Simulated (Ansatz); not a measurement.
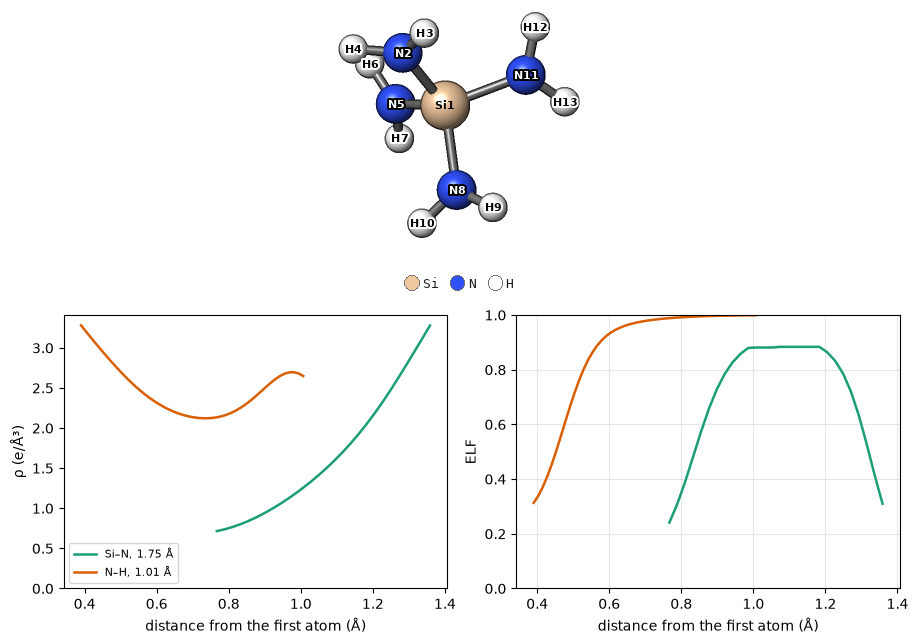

*H8N4Si. Electron density and ELF along straight lines between neighbouring atoms. The curves leave out the atomic cores. The structure is drawn too.*

The calculation used RKS PBE0-D4/6-31G in Ansatz 0.2.0.

```csv
atom,x (Å),y (Å),z (Å)
Si,0.0005,-0.0002,0.0003
N,0.0780,-0.2460,1.7343
H,-0.6942,-0.6331,2.2513
H,0.7931,0.1799,2.3005
N,1.6906,0.1703,-0.4318
H,2.4190,-0.3122,0.0687
H,1.9774,0.5751,-1.3079
N,-0.7299,1.3888,-0.7805
H,-1.7215,1.4469,-0.9438
H,-0.2317,2.2557,-0.8976
N,-1.0368,-1.3138,-0.5207
H,-1.0473,-2.2026,-0.0481
H,-1.4912,-1.3086,-1.4189
```

Q: Compare the contacts.

A: Si–N (1.75 Å): ρ at the midpoint is about 0.89 e/Å³; the ELF peaks at about 0.90 between the atoms, as expected for a shared but strongly polarised pair.
N–H (1.01 Å): the density is about 2.7 e/Å³ at the midpoint; the ELF climbs to about 1 towards the hydrogen, as it does in any bond to H (an ordinary covalent bond to hydrogen).
